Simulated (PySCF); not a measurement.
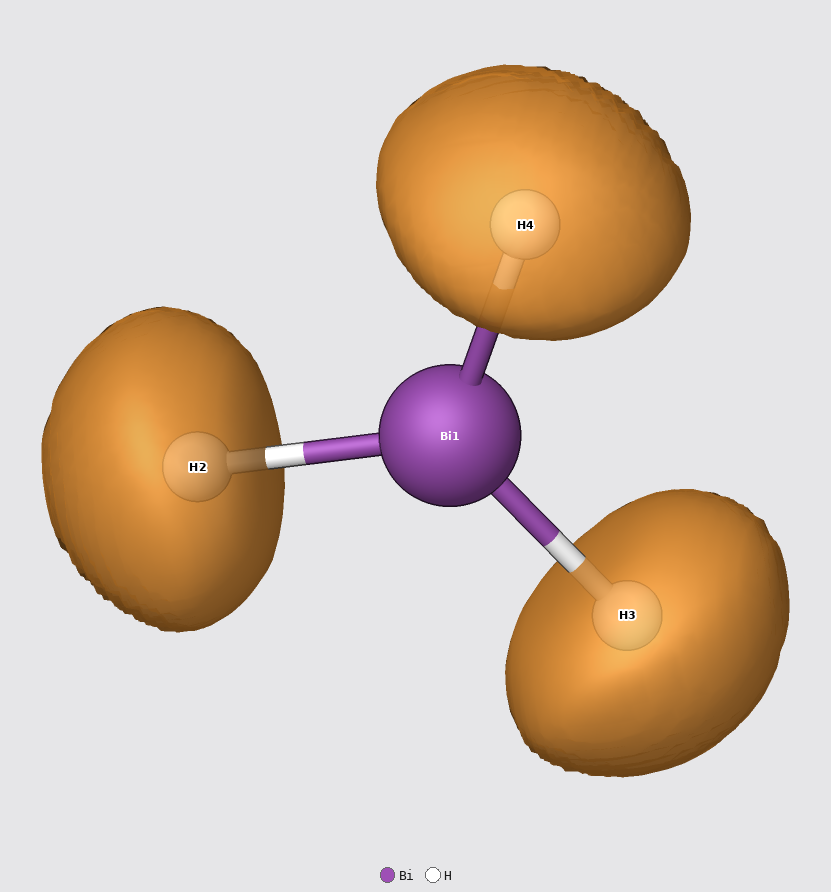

*BiH3 (charge +2). Isosurface of the electron localisation function at 0.9 (orange), seen at a tilt. Only the valence region is drawn (cores and ρ < 0.01 e/Å³ removed).*

Core potentials replace the inner electrons of Bi.

These are results of RKS r2SCAN, Bi def2-SVP with ECP60, H def2-SVP; non-relativistic Hamiltonian with scalar-relativistic core potentials where named; density fitting in PySCF 2.14.0, not measurements.

```yaml
atoms:
  - { symbol: Bi, position_ang: [0.0000, 0.0000, 0.0000] }
  - { symbol: H, position_ang: [1.7756, 0.0000, 0.0000] }
  - { symbol: H, position_ang: [-0.8878, 1.5377, 0.0000] }
  - { symbol: H, position_ang: [-0.8878, -1.5377, 0.0000] }
```

> Describe the localisation domains.

At this value the surface marks out three regions around hydrogen nuclei. Profiles from the grid: Bi–H (1.78 Å): the ELF climbs to about 1 towards the hydrogen.
